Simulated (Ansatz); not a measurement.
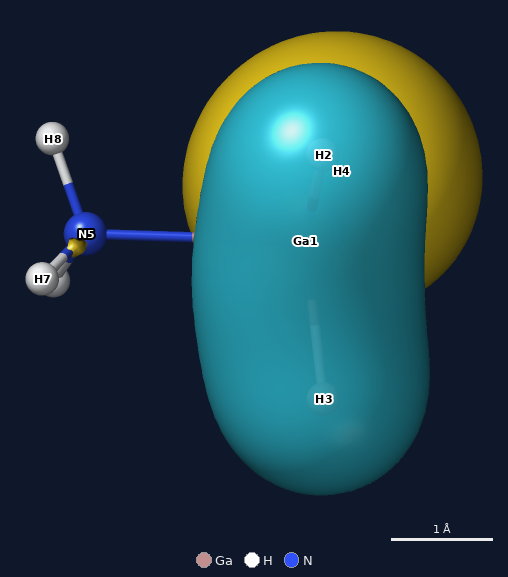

Figure. GaH6N. The HOMO at ±0.08 Å⁻³ᐟ² (yellow and cyan are the two phases), seen at a tilt.

These are results of Ansatz 0.2.0, RHF/def2-SVP, not measurements.

Input

```
crystal:
  periodic: [false, false, false]
  atoms:
    - { symbol: Ga, position_ang: [0.029751, 0.271632, -0.040093] }
    - { symbol: H, position_ang: [-0.162717, 0.294303, 1.519514] }
    - { symbol: H, position_ang: [1.472809, 0.386893, -0.654636] }
    - { symbol: H, position_ang: [-1.23156, 0.119439, -0.968204] }
    - { symbol: "N", position_ang: [0.043684, -2.518375, 1.372574] }
    - { symbol: H, position_ang: [-0.641624, -2.757588, 0.679006] }
    - { symbol: H, position_ang: [0.971334, -2.605701, 0.998949] }
    - { symbol: H, position_ang: [-0.112277, -1.568703, 1.73259] }
basis:
  gaussian: { orbitals: def2-SVP }
hamiltonian:
  xc: hf
relax:
  f_tol: 0.03
  max_steps: 50
output:
  orbitals: {}
```

Launched as:

```sh
ansatz run input.yaml --threads 1 --pin off --max-ram 2048MiB --backend cpu --events-out ev --progress --plain --runs-dir out
```

The fields are those of the run's last geometry, not of the input's.

Q: What is the character of this orbital?

A: By Hirshfeld shares it lies mainly on H4 (about 40 %), Ga1 (about 40 %), H2 (about 10 %) and H3 (about 10 %). It is one of a degenerate set, so its orientation is arbitrary. Its energy is −10.51 eV.
